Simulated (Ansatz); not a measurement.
# BNH3F3 (SMILES [NH3+][B-](F)(F)F): levels of theory compared

We compute a comparison of 6 runs (HF/3-21G, B3LYP/cc-pVDZ, PBE/cc-pVDZ, PBE0/cc-pVDZ, SVWN5/cc-pVDZ, RPA@PBE/cc-pVDZ) of BNH3F3. 

The calculation is run with Ansatz 0.2.0.

## (1) The molecule

The species is BNH3F3 (8 atoms), meant as a singlet with charge 0. SMILES: `[NH3+][B-](F)(F)F`. The N1–H7 distance was set to 1.827 Å, away from the relaxed value. At this shape the atoms don't form one bonded unit as the SMILES string has it.

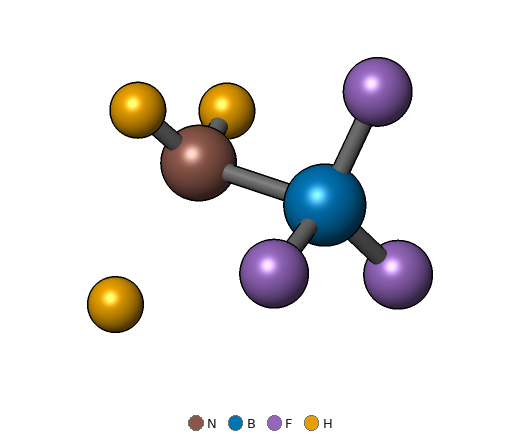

The structure, seen from a chosen angle (nitrogen brown, boron blue, fluorine purple, hydrogen amber).

## (2) A single-point energy at HF/3-21G (run 1)

File run.yaml:

```yaml
crystal:
  periodic: [false, false, false]
  atoms:
    - {symbol: "N", position_ang: [-0.898177, -0.249988, -0.035060]}
    - {symbol: B, position_ang: [0.135123, -0.158888, -1.348860]}
    - {symbol: F, position_ang: [1.124723, -1.057988, -1.058860]}
    - {symbol: F, position_ang: [-0.647777, -0.509688, -2.414660]}
    - {symbol: F, position_ang: [0.547223, 1.145712, -1.360160]}
    - {symbol: H, position_ang: [-1.676677, 0.389712, -0.158760]}
    - {symbol: H, position_ang: [-0.006300, 0.194600, 1.496700]}
    - {symbol: H, position_ang: [-1.260677, -1.193688, 0.058540]}
basis:
  gaussian:
    orbitals: 3-21G.json
hamiltonian:
  xc: hf
accuracy: high
output: {orbitals: {seedname: orbitals}}
```

The basis set 3-21G is read from a file made from the Basis Set Exchange's data (not shown).

Launch:

```bash
$ ansatz run run.yaml --threads 1 --pin off --max-ram 3480MiB --events-out events.jsonl --progress --plain --runs-dir runs
```

Standard output:

```text
Warning: RAYON_NUM_THREADS=1 ignored (pool sized by the plan → 1); use --threads N
Functional definition: HF
  name "HF"
  exchange = exact_x
  correlation = 0
1166 factors; integrals over basis functions are off by at most 9.0e-9 eV
mean field evaluation 1: about -10261.8089 eV, gradient 3.9e1 eV
mean field evaluation 2: about -10262.1021 eV, gradient 3.9e1 eV
mean field evaluation 4: about -10265.1417 eV, gradient 2.4e0 eV
mean field evaluation 8: about -10265.1933 eV, gradient 3.4e-1 eV
mean field evaluation 16: about -10265.1939 eV, gradient 9.1e-8 eV
mean field -10265.19393706 eV, -377.2389191887 hartree, gradient 9.1e-8 eV, S^2 0.000000; 0 other end points of the search recorded, 0 dependent functions left out
reference -10265.19393706 eV, -377.2389191887 hartree; 21, 21 occupied and 30, 30 virtual orbitals, 1166 factors
Total energy: -10265.19393706 eV, -377.2389191887 hartree
```

Wall time 0.56 s (1 thread of Arm Neoverse V1, shared host); peak memory 0.11 GiB.

## (3) A single-point energy at B3LYP/cc-pVDZ (run 2)

File input.yaml:

```yaml
crystal:
  periodic: [false, false, false]
  atoms:
    - {symbol: N, position_ang: [-0.898177, -0.249988, -0.035060]}
    - {symbol: B, position_ang: [0.135123, -0.158888, -1.348860]}
    - {symbol: F, position_ang: [1.124723, -1.057988, -1.058860]}
    - {symbol: F, position_ang: [-0.647777, -0.509688, -2.414660]}
    - {symbol: F, position_ang: [0.547223, 1.145712, -1.360160]}
    - {symbol: H, position_ang: [-1.676677, 0.389712, -0.158760]}
    - {symbol: H, position_ang: [-0.006300, 0.194600, 1.496700]}
    - {symbol: H, position_ang: [-1.260677, -1.193688, 0.058540]}
basis:
  gaussian: {orbitals: cc-pVDZ}
hamiltonian: {xc: {name: B3LYP}}
output: {orbitals: {seedname: orbitals}}
accuracy: high
```

Launch:

```bash
$ ansatz run input.yaml --threads 1 --pin off --max-ram 3480MiB --events-out events.jsonl --progress --plain --runs-dir runs
```

Standard output:

```text
Warning: RAYON_NUM_THREADS=1 ignored (pool sized by the plan → 1); use --threads N
Functional definition: B3LYP
  name "B3LYP"
  parameter a0 = 0.2
  parameter ax = 0.72
  parameter ac = 0.81
  exchange = (1 - a0 - ax)*slater_x + ax*b88_x + a0*exact_x
  correlation = (1 - ac)*vwn_rpa_c + ac*lyp_c
1932 factors; integrals over basis functions are off by at most 3.5e-9 eV
mean field evaluation 1: about -10359.6244 eV, gradient 6.5e1 eV
mean field evaluation 2: about -10343.2018 eV, gradient 1.0e2 eV
mean field evaluation 4: about -10367.9331 eV, gradient 8.2e0 eV
mean field evaluation 8: about -10368.2033 eV, gradient 1.1e0 eV
mean field evaluation 16: about -10368.2060 eV, gradient 1.1e-4 eV
mean field -10368.20601209 eV, -381.0245431219 hartree, gradient 6.3e-8 eV, S^2 0.000000; 0 other end points of the search recorded, 0 dependent functions left out
reference -10368.20604859 eV, -381.0245444632 hartree; 21, 21 occupied and 64, 64 virtual orbitals, 1932 factors
Total energy: -10368.20604859 eV, -381.0245444632 hartree
```

Run time: 7.8 s. Hardware: 1 thread of Arm Neoverse V1, shared host; peak memory 0.27 GiB.

Runs 3 to 5 aren't shown in full; the table further down has their settings and results.

## (4) A single-point energy at RPA@PBE/cc-pVDZ (run 6)

File molecule.yaml:

```yaml
crystal:
  periodic: [false, false, false]
  atoms:
    - symbol: N
      position_ang: [-0.898177, -0.249988, -0.035060]
    - symbol: B
      position_ang: [0.135123, -0.158888, -1.348860]
    - symbol: F
      position_ang: [1.124723, -1.057988, -1.058860]
    - symbol: F
      position_ang: [-0.647777, -0.509688, -2.414660]
    - symbol: F
      position_ang: [0.547223, 1.145712, -1.360160]
    - symbol: H
      position_ang: [-1.676677, 0.389712, -0.158760]
    - symbol: H
      position_ang: [-0.006300, 0.194600, 1.496700]
    - symbol: H
      position_ang: [-1.260677, -1.193688, 0.058540]
basis:
  gaussian: {orbitals: cc-pVDZ}
hamiltonian: {xc: pbe}
correlation: {method: rpa, frozen_orbitals: {B: 1, F: 1, H: 0, "N": 1}}
accuracy: high
```

Launch:

```bash
$ ansatz run molecule.yaml --threads 1 --pin off --max-ram 3480MiB --events-out events.jsonl --progress --plain --runs-dir runs
```

Standard output:

```text
Warning: RAYON_NUM_THREADS=1 ignored (pool sized by the plan → 1); use --threads N
Functional definition: PBE
  name "PBE"
  parameter kappa = 0.804
  parameter beta = 0.06672455060314922
  exchange = pbe_x(kappa = kappa, mu = beta*pi^2/3)
  correlation = pbe_c(beta = beta)
1932 factors; integrals over basis functions are off by at most 3.5e-9 eV
mean field evaluation 1: about -10347.4585 eV, gradient 6.9e1 eV
mean field evaluation 2: about -10347.4492 eV, gradient 6.9e1 eV
mean field evaluation 4: about -10356.1831 eV, gradient 2.1e1 eV
mean field evaluation 8: about -10357.5536 eV, gradient 3.4e-1 eV
mean field evaluation 16: about -10357.5526 eV, gradient 2.2e-4 eV
mean field evaluation 32: about -10323.0417 eV, gradient 7.4e1 eV
mean field -10357.55260395 eV, -380.6330375937 hartree, gradient 2.7e-8 eV, S^2 0.000000; 1 other end points of the search recorded, 0 dependent functions left out
5 core orbitals not correlated: weight in the atoms' cores, before any rotation towards them, 1.000 or more for the frozen orbitals, at most 0.000 for the correlated occupied ones
reference -10318.89154076 eV, -379.2122697272 hartree; 16, 16 occupied and 64, 64 virtual orbitals, 1932 factors
Total energy: -10353.45532949 eV, -380.4824655348 hartree
```

Wall time 14 s (1 thread of Arm Neoverse V1, shared host); peak memory 0.33 GiB.

## (5) All runs side by side

| run | level | frozen core orbitals | energy (Eh) | HOMO energy (eV) | LUMO energy (eV) | HOMO–LUMO gap (eV) | wall time |
| --- | --- | --- | --- | --- | --- | --- | --- |
| 1 | HF/3-21G | – | -377.238919 | -13.75 | -0.60 | 13.15 | 0.56 s |
| 2 | B3LYP/cc-pVDZ | – | -381.024544 | -9.26 | -4.80 | 4.45 | 7.8 s |
| 3 | PBE/cc-pVDZ | – | -380.633038 | -7.44 | -5.38 | 2.06 | 6.6 s |
| 4 | PBE0/cc-pVDZ | – | -380.638284 | -9.63 | -4.53 | 5.10 | 7.8 s |
| 5 | SVWN5/cc-pVDZ | – | -378.393354 | -7.60 | -5.40 | 2.19 | 3.9 s |
| 6 | RPA@PBE/cc-pVDZ | 5 | -380.482466 | – | – | – | 14 s |

## (6) Outcome

| quantity | value |
| --- | --- |
| run 6: total energy | -380.48247 Eh |
| run 6: RPA correlation energy (valence) | -1270.2 mEh |

**Reading.** Among the like runs compared (one geometry, species and surroundings), the HOMO–LUMO gap runs from 2.06 eV (PBE/cc-pVDZ) to 13.15 eV (HF/3-21G). The two ends differ in method and basis. Totals of different functionals can't be ranked against each other. All runs together took 41 s, the longest 14 s.
